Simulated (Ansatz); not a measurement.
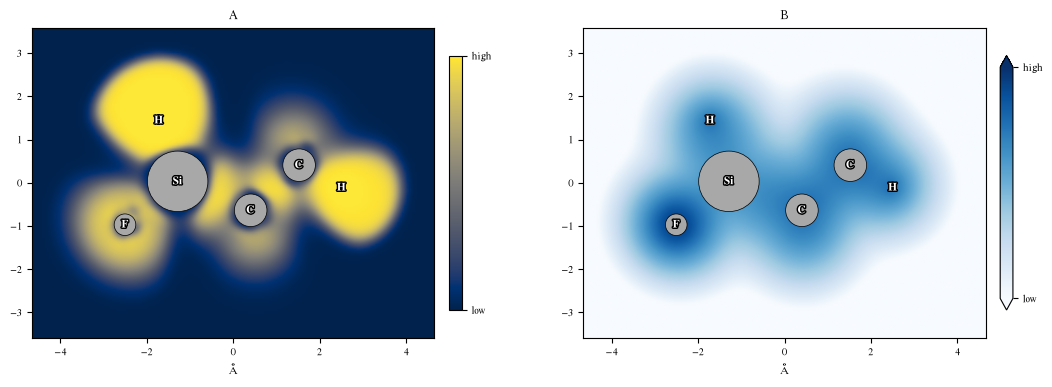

C2H6FSi (SMILES CC[SiH+]F) (charge +1): 2 fields on the plane of atoms C2, Si4 and H10, with unlabelled colour scales. Grey discs cover the atomic cores.

Geometry: PBE0-D3(BJ)/def2-SVP.

Computed with isolated molecule in a Gaussian basis; Kohn-Sham density functional theory, functional PBE0 in Ansatz.

Which field does each panel show? The fields are: electron density and electron localisation function.

Panel A: electron localisation function. Panel B: electron density. From the grid: C–C (1.53 Å): the density is about 1.6 e/Å³ at the midpoint; the ELF peaks at about 0.95 between the atoms, as expected for localised, covalent bonding. Si–F (1.58 Å): ρ is about 1.2 e/Å³ halfway; the ELF peaks at about 0.85 in the valence shell of F, 0.6 Å from its nucleus, and is about 0.45 at the midpoint.
